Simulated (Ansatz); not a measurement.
# CeC (Fm-3m): from the cell to its phonons, part 2 of 2

Wanted: phonon frequencies of CeC (Fm-3m) and what follows from them.

Ansatz 0.2.0; DFT PBEsol, scalar-relativistic, plane waves, PAW.

So far. Step 3 (Tight relaxation): The forces vanish by symmetry and the pressure is -0.007 GPa, within the tolerances set. The cell now holds 16.83 Å³/atom. The relaxed cell has a = 5.125 Å (conventional setting).

**4. Modes at Γ**

The zone centre comes first: it holds the modes that light can see, as far as symmetry allows. No field response is asked, since the mesh shows no gap.

input.yaml reads:

```yaml
crystal:
  lattice:
    - [0.0, 2.5627255829, 2.5627255829]
    - [2.5627255829, 0.0, 2.5627255829]
    - [2.5627255829, 2.5627255829, 0.0]
  atoms:
    - { symbol: Ce, position: [0.0, 0.0, 0.0] }
    - { symbol: C, position: [0.5, 0.5, 0.5] }
kpoints:
  mp_grid: { grid: [16, 16, 16] }
hamiltonian:
  xc: pbesol
scf:
  occupations: { method: methfessel_paxton, width: 0.2 }
output:
  eigenvalues: true
phonons:
  method: dfpt
```

Command:

```bash
$ ansatz run input.yaml --threads 8 --pin off --max-ram 14336MiB --backend cpu --events-out ev --progress --plain --runs-dir out
```

Numbers of over 12 decimals in the logs are rounded to 6 here.

Output:

```text
[...]
Crystal: 2 atoms, lattice volume = 33.662 Å³
Basis set: ecut = 420 eV, 645 PW (Γ), exchange–correlation on 50×50×50 points (8 copies of the dense FFT grid, shifted against one another)
Bands: 18, of which v1, the nominal top of the filled ones, is band 8 counted from 1 (7 counted from 0)
Symmetry: 48 space group operations
k-points: 349 of 4096 (irreducible under 8 space group operations, time reversal used)
[...]
SCF iter   1: F=—  HF=-6736.907379 eV  |F-HF|=—  |Δ(HF+E_count)|=         —  Δρ=2.46e-1  dr2=1.71e1  ethr=3.10e-3  ⟨swp⟩=5.1  Hψ=29459  notcnv=0
[...]
SCF iter  17: F=-6731.558864 eV  HF=-6731.558864 eV  |F-HF|=3.64e-12  |Δ(HF+E_count)|=  7.28e-12  S|Δr|=    0.00e0  Δρ=7.64e-8  dr2=1.95e-12  ethr=1.00e-12  ⟨swp⟩=9.2  Hψ=28052  notcnv=0
SCF 1 converged in 17 iterations: F = -6731.558864 eV  dr2 = 1.95e-12
[...]
DFPT response loops at Γ: preconditioner auto → Kerker (q_TF=auto, 2.410 Å⁻¹) (partly filled bands, converged f_vac=0.005); β = 1.00, the filter's whole step (`scf.mixing.beta` (0.50) is not read by the response loops under this deck's `scf.mixing.preconditioner`; to damp them name `kerker` or `kerker_dos`, under which they read `scf.mixing.beta`, and type it under 1.00, their step now; both keys bind the ground state too); Broyden in place of MSR1
SCF converged after 17 iterations
[...]
Free energy (F): -6731.558864 eV
[...]
Internal energy: -6731.564139 eV  (E = F + TS)
E sigma→0 (E₀):  -6731.560182 eV
Entropy (-TS):   0.005275 eV (2.638 meV/atom)
Fermi energy:    13.731949 eV
[...]
--- Band table (eV; the first three rows and the last of 349) ---
  k-point 0: bands = [... 4 lower, 4.5915, 13.0655, 13.0655, 13.0655, 14.0330, 14.7533, 14.7533, 14.7533, ... 6 higher]
  k-point 1: bands = [... 4 lower, 4.7053, 12.9806, 13.0200, 13.0200, 14.0186, 14.7140, 14.7140, 14.7539, ... 6 higher]
  k-point 2: bands = [... 4 lower, 5.0158, 12.7179, 12.8842, 12.8842, 13.9899, 14.6282, 14.6282, 14.7555, ... 6 higher]
  k-point 348: bands = [... 4 lower, 5.5111, 11.9021, 13.5511, 13.5511, 14.2221, 14.2221, 14.5118, 14.5118, ... 6 higher]
--- Phonons (Γ-DFPT): 2 representative perturbations + reference, on 349 of 4096 k-points (Σ response iterations 9) ---
  k mesh reduced under 8 symmetry operations, with k and −k counted as one. Each operation leaves every solved perturbation unchanged. A smaller set is not used because it would not reduce the number of displacements times k-points to solve
  ASR residual: 3.121e-5 → 0.000e0 eV/Å²; symmetrization residual: 6.623e-7 eV/Å²
  ASR residual per site (eV/Å²): 2.90e-5 3.12e-5
  Γ frequencies (cm⁻¹): 0.00 0.00 0.00 107.83 107.83 107.83
  non-analytic LO–TO correction: not included (Born effective charges unavailable; polar crystals: no LO–TO splitting at Γ)
```

Run time: 6.8 s. Hardware: 8 threads of Intel Xeon 6975P-C (Granite Rapids), shared host; peak memory 0.95 GiB; 43 s of CPU time.

In the SCF lines HF is the Harris–Foulkes energy and dr2 the Hartree energy of the density residual, in eV; the loop may stop once dr2 is under the threshold and the program's other checks hold. Hψ counts applications of the Hamiltonian.

Numbers from this step:

```
sum-rule residual before enforcement                    : 3.12e-5 eV/Å²
point group                                             : m-3m
highest optical mode at the zone centre (no LO-TO term) : 107.8 cm⁻¹
lowest optical zone-centre mode                         : 107.8 cm⁻¹
```

Patterns of degenerate modes are one choice out of their space. Modes at Γ, with each element's share of the kinetic energy:

```
mode  frequency (cm⁻¹)  symmetry  Ce %  C %
   1               0.0  acoustic    92    8
   2               0.0  acoustic    92    8
   3               0.0  acoustic    92    8
   4             107.8       T1u     8   92
   5             107.8       T1u     8   92
   6             107.8       T1u     8   92
```

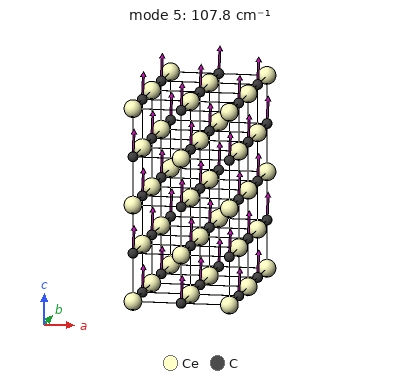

Displacement patterns of mode 5 at Γ; arrows are exaggerated. 1×2×2 conventional cells are drawn. Some periodic images of atoms are drawn too.

Before it was imposed, the acoustic sum rule was missed by 3.1e-5 eV/Å². Small misses are needed for a sound result but don't prove that mesh and cutoff are converged. The lowest optical mode is real, 108 cm⁻¹.

**5. Response at finite wavevector**

Stability and thermal properties need the whole zone. Linear response on a 4×4×4 q mesh gives force constants as far as a supercell of that size would.

input.yaml, as its differences from that of step 4:

```diff
@@ -18 +18,8 @@
   method: dfpt
+  qmesh: [4, 4, 4]
+  temperatures: { t_max: 1000, t_step: 50 }
+  qpath:
+    path:
+      - [[0.0, 0.0, 0.0], [0.5, 0.0, 0.5], [0.625, 0.25, 0.625]]
+      - [[0.375, 0.375, 0.75], [0.0, 0.0, 0.0], [0.5, 0.5, 0.5], [0.5, 0.25, 0.75], [0.5, 0.0, 0.5]]
+    npoints: 10
```

Output:

```text
[...]
Crystal: 2 atoms, lattice volume = 33.662 Å³
Basis set: ecut = 420 eV, 645 PW (Γ), exchange–correlation on 50×50×50 points (8 copies of the dense FFT grid, shifted against one another)
Bands: 18, of which v1, the nominal top of the filled ones, is band 8 counted from 1 (7 counted from 0)
Symmetry: 48 space group operations
k-points: 145 of 4096
[...]
SCF iter   1: F=—  HF=-6736.907374 eV  |F-HF|=—  |Δ(HF+E_count)|=         —  Δρ=2.46e-1  dr2=1.71e1  ethr=3.10e-3  ⟨swp⟩=5.1  Hψ=12229  notcnv=0
[...]
SCF iter  17: F=-6731.558864 eV  HF=-6731.558864 eV  |F-HF|=1.82e-12  |Δ(HF+E_count)|=  1.82e-12  S|Δr|=    0.00e0  Δρ=6.90e-8  dr2=1.64e-12  ethr=1.00e-12  ⟨swp⟩=9.1  Hψ=11547  notcnv=0
SCF 1 converged in 17 iterations: F = -6731.558864 eV  dr2 = 1.64e-12
[...]
SCF iter   1: F=—  HF=-6731.558864 eV  |F-HF|=—  |Δ(HF+E_count)|=         —  Δρ=1.07e-7  dr2=1.06e-12  ethr=3.37e-9  ⟨swp⟩=3.7  Hψ=21515  notcnv=0
eigensolver tolerance schedule: the retry pair's looser diagonalisation over-reported the residual by 510878.55 of it (diagonalisation noise at 1.25 of the residual, at the tolerance the schedule requests for it); recorded, not acted on — ethr = c·dr2/N_el stays at c = 1.0e-1
[...]
SCF iter   2: F=-6731.558864 eV  HF=-6731.558864 eV  |F-HF|=3.64e-12  |Δ(HF+E_count)|=   3.14e-8  S|Δr|=    0.00e0  Δρ=1.03e-7  dr2=1.33e-12  ethr=1.00e-12  ⟨swp⟩=6.8  Hψ=9464  notcnv=0
SCF 2 converged in 2 iterations: F = -6731.558864 eV  dr2 = 1.33e-12
phonons: the bands overlap, so this run is a metal and interpolates without the dipole-dipole term. If the crystal is really an insulator or semiconductor, its LO-TO splitting is missing
NSCF: frozen V_eff on 145 k-points
[...]
DFPT response loops at q = (0, 0, 0) (fractional): preconditioner auto → Kerker (q_TF=auto, 2.410 Å⁻¹) (partly filled bands, converged f_vac=0.005); β = 1.00, the filter's whole step (`scf.mixing.beta` (0.50) is not read by the response loops under this deck's `scf.mixing.preconditioner`; to damp them name `kerker` or `kerker_dos`, under which they read `scf.mixing.beta`, and type it under 1.00, their step now; both keys bind the ground state too); Broyden in place of MSR1
[...]
SCF converged after 17 iterations
[...]
Free energy (F): -6731.558864 eV
[...]
Internal energy: -6731.564139 eV  (E = F + TS)
E sigma→0 (E₀):  -6731.560182 eV
Entropy (-TS):   0.005275 eV (2.638 meV/atom)
Fermi energy:    13.731949 eV
[...]
--- Band table (eV; the first three rows and the last of 145) ---
  k-point 0: bands = [... 4 lower, 4.5915, 13.0655, 13.0655, 13.0655, 14.0330, 14.7533, 14.7533, 14.7533, ... 6 higher]
  k-point 1: bands = [... 4 lower, 4.7053, 12.9806, 13.0200, 13.0200, 14.0186, 14.7140, 14.7140, 14.7539, ... 6 higher]
  k-point 2: bands = [... 4 lower, 5.0158, 12.7179, 12.8842, 12.8842, 13.9899, 14.6282, 14.6282, 14.7555, ... 6 higher]
  k-point 144: bands = [... 4 lower, 5.5111, 11.9021, 13.5511, 13.5511, 14.2221, 14.2221, 14.5118, 14.5118, ... 6 higher]
--- Phonons (Γ-DFPT): 2 representative perturbations + reference (Σ response iterations 9) ---
  ASR residual: 3.121e-5 → 0.000e0 eV/Å²; symmetrization residual: 2.493e-7 eV/Å²
  ASR residual per site (eV/Å²): 2.46e-5 3.12e-5
  Γ frequencies (cm⁻¹): 0.00 0.00 0.00 107.83 107.83 107.83
--- Phonons (arbitrary-q DFPT): 8 irreducible q on the 4×4×4 mesh ---
  q = [0.0000, 0.0000, 0.0000] (star 1, of the zone-centre solve; hermiticity 1.05e-6, symmetrization 1.83e-11): -0.00 0.00 0.00 107.83 107.83 107.83
  q = [0.0000, 0.0000, 0.2500] (star 8, 2 solved perturbations on 2176 of 4096 k-point pairs; hermiticity 5.60e-7, symmetrization 5.47e-13): 65.19 65.19 132.58 142.69 142.69 336.25
[...]
q = [0.0000, 0.2500, 0.2500] (star 6, 4 solved perturbations in 3616 linear systems a pass and spin channel, the states on 1160 of 4096 k-point pairs; hermiticity 1.16e-7, symmetrization 6.68e-14): 77.95 77.95 132.52 171.14 171.14 295.05
[...]
sum rule: each row above includes the acoustic sum rule's correction from the zone centre's row sums; it moved no ω² by more than (0.84 cm⁻¹)²
  mesh force constants: q→R imaginary residual 8.58e-19; ASR residual 3.121e-5 → 0.000e0 eV/Å²; symmetrization residual 5.329e-15 eV/Å²
  interpolated dispersion: 62 rows × 6 modes
  density of states and harmonic sums: on the 24×24×24 q-mesh, interpolated from the force constants of a 4×4×4 supercell (no non-analytic term)
  largest difference from the sums on the solved wave vectors: F 1.27e-2 eV, S 1.52e-5 and C_V 4.33e-6 eV/K
  zero-point energy: 0.064626 eV/cell   skipped modes (ω ≤ 0): 35, of them read as no rigid motion or as one in doubt: 32 (6.445e-2 modes/cell left out, lowest -212.59 cm⁻¹)   left out of the sums: 1.08e-2 of the cell's modes: C_V's classical limit lies that fraction below 3 k_B per atom; for a crystal, a wire or a layer, F and S can be off by more, and a phonons.interpolated_qmesh denser along its periods is the remedy for the sampling
```

Run time: 3.4 min. Hardware: 8 threads; peak memory 5.9 GiB; 24 min of CPU time.

Numbers from this step:

```
lowest frequency on the path                            : -212.6 cm⁻¹
highest frequency on the path or at a solved wavevector : 447.9 cm⁻¹
lowest mode on the q mesh (acoustic modes at Γ apart)   : -212.6 cm⁻¹
```

Frequencies (cm⁻¹) solved at each irreducible wavevector; negative means imaginary. Frequencies by wavevector, by row:

```
q in reciprocal lattice units  star  mode 1  mode 2  mode 3  mode 4  mode 5  mode 6
                        0 0 0     1       0       0       0   107.8   107.8   107.8
                     0 0 0.25     8    65.2    65.2   132.6   142.7   142.7   336.2
                     0 0 -0.5     4   101.6   101.6   208.7   218.9   218.9   447.9
                  0 0.25 0.25     6      78      78   132.5   171.1   171.1   295.1
                  0 0.25 -0.5    24   105.9   126.8   160.1   180.8   191.7   340.7
                 0 0.25 -0.25    12   102.1   117.7   169.9   183.7   206.2   387.9
                  0 -0.5 -0.5     3  -212.6   108.8   108.8   151.3   151.3   167.5
              0.25 -0.5 -0.25     6   142.3   144.8   144.8   151.8   151.8   300.5
```

Interpolated from a 4×4×4 q mesh. Phonon branches along the path, in cm⁻¹:

```
    point  branch 1  branch 2  branch 3  branch 4  branch 5  branch 6
        Γ         0         0         0       108       108       108
        X      -213       109       109       151       151       168
        U       109       112       154       160       166       294
jump to K       109       112       154       160       166       294
        Γ         0         0         0       108       108       108
        L       102       102       209       219       219       448
        W       142       145       145       152       152       300
        X      -213       109       109       151       151       168
```

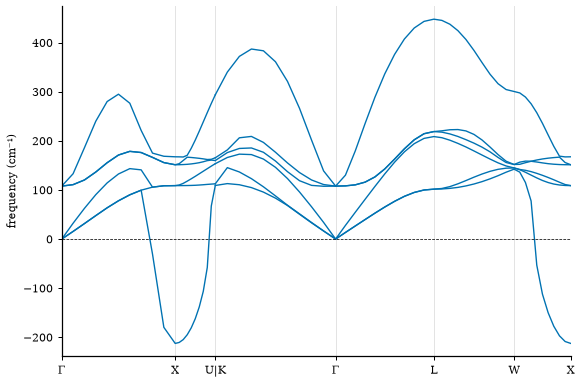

Phonon branches along the path.

The phonon density of states has structure finer than the step of the table below, so its rows give means over 25 cm⁻¹, whole bins alone (the curve runs from -215 to 445 cm⁻¹). Peaks (cm⁻¹: height): 105.0: 0.0464, 175.0: 0.0563.

Tetrahedra on a 24×24×24 mesh, mean over bins of 10 cm-1. Interpolated from a 4×4×4 q mesh. Table of phonon density of states by wavenumber; means over each step:

```
wavenumber (cm⁻¹)  phonon density of states (1/cm⁻¹/cell)
             -200                                  1.4e-4
             -175                                  2.9e-4
             -150                                  3.7e-4
             -125                                  3.9e-4
             -100                                  3.5e-4
              -75                                  3.1e-4
              -50                                  2.7e-4
              -25                                  2.6e-4
                0                                  3.6e-4
               25                                 0.00154
               50                                 0.00479
               75                                  0.0120
              100                                  0.0346
              125                                  0.0352
              150                                  0.0303
              175                                  0.0492
              200                                  0.0261
              225                                 0.00658
              250                                 0.00191
              275                                 0.00288
              300                                 0.00481
              325                                 0.00583
              350                                 0.00642
              375                                 0.00700
              400                                 0.00493
              425                                 0.00256
```

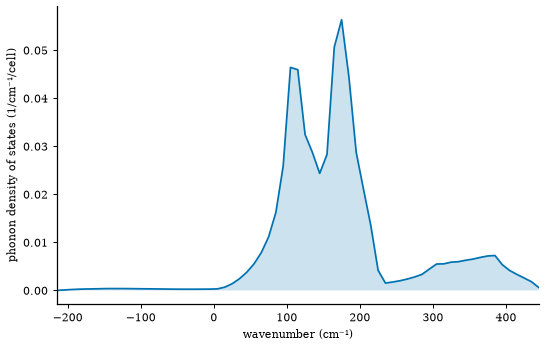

Phonon density of states, plotted against wavenumber.

The partial phonon density of states has structure finer than the step of the table below, so its rows give means over 50 cm⁻¹, whole bins alone (the curve runs from -214 to 470 cm⁻¹). Peaks (cm⁻¹: height): C 177.5: 0.0357, 375.4: 0.00731; Ce 108.7: 0.0449, 168.9: 0.0258.

Phonopy on the run's constants, 19x19x19 mesh, Gaussian sigma 4.9 cm-1. Interpolated from a 4×4×4 q mesh. Partial phonon density of states against wavenumber; means over each step; values in 1/cm⁻¹/cell:

```
wavenumber (cm⁻¹)        C       Ce
             -150   4.0e-4   1.2e-5
             -100   4.4e-4   1.9e-5
              -50   1.4e-4   9.2e-6
                0   7.2e-5   2.0e-4
               50   6.8e-4  0.00462
              100  0.00291   0.0283
              150   0.0149   0.0205
              200   0.0215  0.00606
              250  0.00215   1.0e-4
              300  0.00459   8.0e-5
              350  0.00628   7.7e-5
              400  0.00499   3.7e-5
```

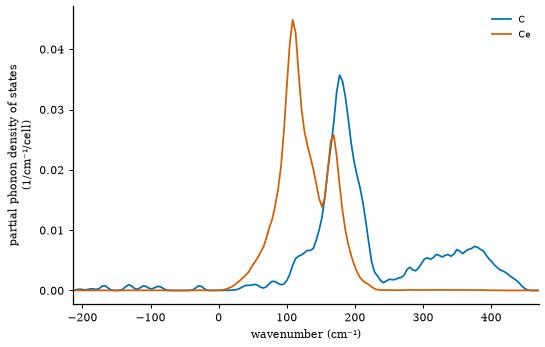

Partial phonon density of states against wavenumber.

Second derivatives of the energy by pair, one row for each kind of neighbour of each atom listed. Each entry sums the pair over the periodic images of the supercell that the q mesh stands for, and in a polar crystal it holds the long-range dipole part too. Force constants by pair, by row:

```
atom  neighbour  distance (Å)  third of the trace (eV/Å²)  along the pair's line (eV/Å²)
 Ce1     itself             0                       8.895                              –
 Ce1          C         2.563                     -0.2994                        -0.1816
 Ce1         Ce         3.624                     -0.6128                         -2.222
 Ce1          C         4.439                       0.091                          0.318
 Ce1         Ce         5.125                     -0.2995                        -0.8218
 Ce1          C          5.73                       0.032                         0.0956
 Ce1         Ce         6.277                      0.0082                          0.025
 Ce1         Ce         7.248                      0.0403                         0.0366
  C2     itself             0                        2.55                              –
  C2         Ce         2.563                     -0.2994                        -0.1816
  C2          C         3.624                     -0.0161                        -0.5917
  C2         Ce         4.439                       0.091                          0.318
  C2          C         5.125                     -0.3475                        -0.7565
  C2         Ce          5.73                       0.032                         0.0956
  C2          C         6.277                       0.006                        -0.0314
  C2          C         7.248                      -0.057                        -0.1056
```

Symmetry leaves 8 wavevectors to solve. The lowest mode among them, the acoustic zeros apart, lies at q = (0, -0.5, -0.5) and is imaginary, 212.6i cm⁻¹, so the energy falls along it.

**6. What came out**

```json
{
 "space group after relaxation (within 0.01 Å)": "Fm-3m",
 "volume per atom": "16.8 Å³",
 "electronic character": "no gap on this mesh",
 "highest optical mode at the zone centre (no LO-TO term)": "108 cm⁻¹",
 "lowest optical zone-centre mode": "108 cm⁻¹",
 "lowest mode on the q mesh (acoustic modes at Γ apart)": "-213 cm⁻¹",
 "highest frequency on the path or at a solved wavevector": "448 cm⁻¹",
 "imaginary modes on the 4×4×4 q mesh": "yes"
}
```

In words: Modes are clearly imaginary (beyond 10i cm⁻¹) at 1 of the 8 irreducible wavevectors, most at q = (0, -0.5, -0.5) (212.6i cm⁻¹), so this structure is not a minimum of the energy. The optical modes at Γ form one degenerate level at 108 cm⁻¹. The highest mode in this list at Γ, 107.8 cm⁻¹, is mostly motion of C (92 % of the kinetic energy). With no gap, or one that is small against the smearing, the frequencies hang on the k mesh and the smearing, most of all near Kohn anomalies. The phonon runs are without spin polarisation, although Ce often carries a moment. The 4f shell is treated without a U, so valence and screening may be off. Spin-orbit coupling is left out, which can matter for the heavy elements here. These are harmonic frequencies at zero temperature: anharmonic shifts, linewidths and thermal expansion are left out.

[Logs are printed without paths, hosts, clocks, repeated set-up lines and the standing remarks that a program may print on its own settings, such as how far it seeks lower states.]

[Hosts, paths, dates, database ids (printed as entryN), source tags and the programs' standing remarks are cut or masked in the printed files.]
